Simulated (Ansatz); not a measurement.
# SiN+ (triplet): trial inputs and their diagnosis

3 inputs are run for SiN+ (triplet) as typed; the log has to tell whether the result can be used and what must change.

Program: Ansatz 0.2.0, Gaussian basis. Level of theory: the settings change from run to run. These are calculated values, not measurements.

15 further runs of the same task are left out: 4 that didn't finish, 11 set aside as unsound or not needed.

## Step 1: The system

The geometry is a PBE0/def2-TZVP stationary point (not a proven minimum) of the parent state, kept for this charge and spin.

2 atoms, charge 1, spin multiplicity 3.

Atoms are counted from 1 here; the program's logs count them from 0.

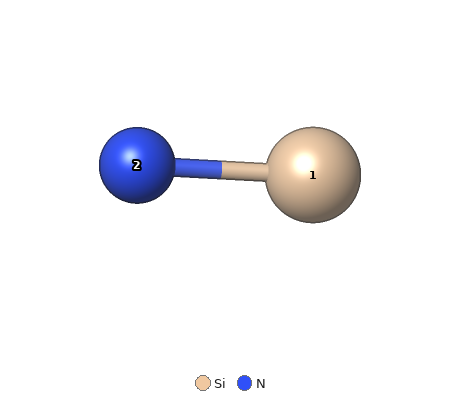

The structure; silicon light orange, nitrogen blue; atoms are numbered from 1 in the order of the file.

## Step 2: Try 1

The input, in.yaml:

```yaml
crystal:
  periodic: [false, false, false]
  atoms:
    - {symbol: Si, position_ang: [0.000000, 0.000000, 0.000000]}
    - {symbol: N, position_ang: [0.000000, 0.000000, 1.889128]}
basis:
  gaussian: {orbitals: def2-SVP}
total_charge: 1
magnetization: {spin_polarized: false, initial_magnetization: 2}
correlation: {method: sc_nevpt2, electrons: outside_noble_gas, active_space: {window: {electrons: 2, orbitals: 10}}}
output: {forces: true}
```

The run is started by

```sh
$ ansatz run in.yaml --threads 1 --pin off --events-out ev --progress --plain --max-ram 2393MiB
```

The log of the run:

```text
Functional definition: HF
  name "HF"
  cite "Fock, Z. Phys. 61, 126 (1930) doi:10.1007/BF01340294"
  parent pbe
  exchange = exact_x
  correlation = 0
306 factors; integrals over basis functions are off by at most 9.2e-4 eV
mean field evaluation 1: about -9317.5652 eV, gradient 4.5e1 eV
mean field evaluation 2: about -9317.5663 eV, gradient 4.5e1 eV
mean field evaluation 4: about -9326.3807 eV, gradient 4.8e0 eV
mean field evaluation 8: about -9327.5562 eV, gradient 5.9e-1 eV
mean field evaluation 16: about -9327.6573 eV, gradient 9.1e-1 eV
mean field evaluation 32: about -9327.5606 eV, gradient 1.1e-5 eV
mean field evaluation 64: about -9321.3726 eV, gradient 8.9e0 eV
mean field -9328.65405896 eV, -342.8217134778 hartree, gradient 1.7e-6 eV, S^2 2.000000; 6 other end points of the search recorded, 0 dependent functions left out
reference -9328.65405896 eV, -342.8217134778 hartree; 11, 9 occupied and 21, 23 virtual orbitals, 306 factors
state -9328.91724781 eV, -342.8313854897 hartree
state -9328.91724781 eV, -342.8313854897 hartree; corrected -9332.62213922 eV, -342.9675377380 hartree
WARN: 2 active orbitals are nearly empty or full. The corrections depend on them more than the energy does, and are more stable in an active space without them
the calculation of the forces begins
Error: an active orbital is full or empty, and SC-NEVPT2 has no forces then: leave it out of the active space
```

It took 3.3 s on 1 thread of Arm Neoverse V1, shared host.

Diagnosis: The run stopped with an error. It says: «an active orbital is full or empty, and SC-NEVPT2 has no forces then: leave it out of the active space». Cure: drop the forces, or choose an active space whose orbitals are all partly filled.

## Step 3: Try 2

The input, in.yaml:

```yaml
crystal:
  periodic: [false, false, false]
  atoms:
    - {symbol: Si, position_ang: [0.000000, 0.000000, 0.000000]}
    - {symbol: N, position_ang: [0.000000, 0.000000, 1.889128]}
basis:
  gaussian: {orbitals: cc-pVDZ}
total_charge: 1
magnetization: {spin_polarized: false, initial_magnetization: 2}
hamiltonian: {xc: r2scan}
correlation: {method: fic_mrcisd_q, electrons: valence, active_space: {window: {electrons: 4, orbitals: 4}}}
scf: {lower_state_search: light}
```

The command is unchanged.

The log of the run:

```text
Error: invalid value for `correlation.active_space`: it starts from restricted Hartree–Fock orbitals; set hamiltonian.xc: hf without magnetization.spin_polarized
```

It took 0.03 s on 1 thread of Arm Neoverse V1, shared host.

**Diagnosis.** The run was refused. An active space is asked on a functional's orbitals. Fix: start from Hartree-Fock.

## Step 4: Try 3

The input, in.yaml:

```yaml
crystal:
  periodic: [false, false, false]
  atoms:
    - {symbol: Si, position_ang: [0.000000, 0.000000, 0.000000]}
    - {symbol: N, position_ang: [0.000000, 0.000000, 1.889128]}
basis:
  gaussian: {orbitals: aug-cc-pVDZ}
total_charge: 1
magnetization: {spin_polarized: false, initial_magnetization: 2}
correlation: {active_space: {ras: {orbitals: [3, 2, 39], electrons: 28, max_holes: 2, max_particles: 2}, fixed_orbitals: true}}
scf: {omitted_lower_state_checks: [cluster_reference]}
output: {forces: true}
```

The command is unchanged.

The log of the run:

```text
Functional definition: HF
  name "HF"
  cite "Fock, Z. Phys. 61, 126 (1930) doi:10.1007/BF01340294"
  parent pbe
  exchange = exact_x
  correlation = 0
these checks for a lower state are left out or cut short: cluster_reference
510 factors; integrals over basis functions are off by at most 1.1e-3 eV
mean field evaluation 1: about -9321.5415 eV, gradient 4.7e1 eV
mean field evaluation 2: about -9321.5419 eV, gradient 4.7e1 eV
mean field evaluation 4: about -9330.6181 eV, gradient 6.1e0 eV
mean field evaluation 8: about -9331.7388 eV, gradient 3.6e-1 eV
mean field evaluation 16: about -9331.8441 eV, gradient 8.9e-1 eV
mean field evaluation 32: about -9331.7414 eV, gradient 1.3e-5 eV
mean field evaluation 64: about -9324.3024 eV, gradient 3.0e0 eV
mean field -9332.91677637 eV, -342.9783654535 hartree, gradient 1.0e-6 eV, S^2 2.000000; 6 other end points of the search recorded, 0 dependent functions left out
reference -9332.91677637 eV, -342.9783654535 hartree; 11, 9 occupied and 39, 41 virtual orbitals, 510 factors
Error: 28 electrons in 44 orbitals form no window around the highest filled level of the reference
```

Run time: 0.96 s. Hardware: 1 thread of Arm Neoverse V1, shared host.

What is wrong: The run stopped with an error. The electron count of the restricted space is wrong. To mend it, count the correlated electrons again.

## Step 5: Summary

```
try                  level                ended                                                                                                   cause    time
  1  NEVPT2(2,10)/def2-SVP  stopped by an error  an active orbital is full or empty, and SC-NEVPT2 has no forces then: leave it out of the active space   3.3 s
  2  MRCISD+Q(4,4)/cc-pVDZ              refused                                                     an active space is asked on a functional's orbitals  0.03 s
  3       CISD/aug-cc-pVDZ  stopped by an error                                                     the electron count of the restricted space is wrong  0.96 s
```

2 stopped by an error, 1 refused.
